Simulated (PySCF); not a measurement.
C7H7, charge +1, SMILES `[CH2+]c1ccccc1`.

Level of theory: HF/def2-SVPD (PySCF), at a geometry from GFN2-xTB. No frequency check shows the geometry to be a minimum.

Geometry (Å), atoms numbered from 1:

```
C1      -2.3518    0.0001    0.0000
C2      -0.9881   -0.0000    0.0000
C3      -0.2509    1.2359    0.0000
C4       1.1182    1.2216    0.0000
C5       1.8048    0.0000    0.0000
C6       1.1181   -1.2216    0.0000
C7      -0.2510   -1.2358    0.0000
H8      -2.9176   -0.9208    0.0000
H9      -2.9176    0.9210    0.0000
H10     -0.7986    2.1669    0.0000
H11      1.6754    2.1464    0.0000
H12      2.8862   -0.0000    0.0000
H13      1.6752   -2.1465    0.0000
H14     -0.7988   -2.1668    0.0000
```

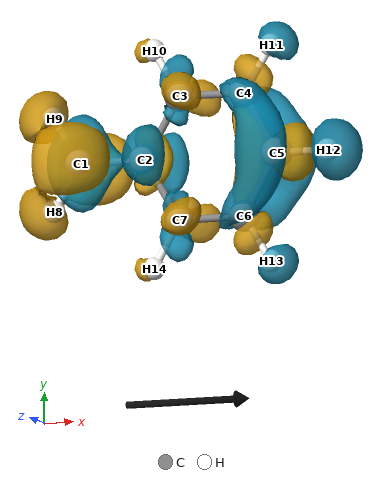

Change of the electron density in a uniform field of 0.51 V/Å along +x (arrow), surfaces at ±0.008 e/Å³ (yellow: gain, teal: loss).

What dipole is induced, and what polarisability does it imply?

Answer. The induced dipole is 3.03 D (along the field); α along this axis, from the fields in both directions, is 117 bohr³ (17.3 Å³).

Which atoms gain and lose the most charge?

Answer. Electrons gather most on C1 (Hirshfeld charge changes by −0.062 e) and leave C5 most (+0.044 e); 0.234 electrons are displaced in all.
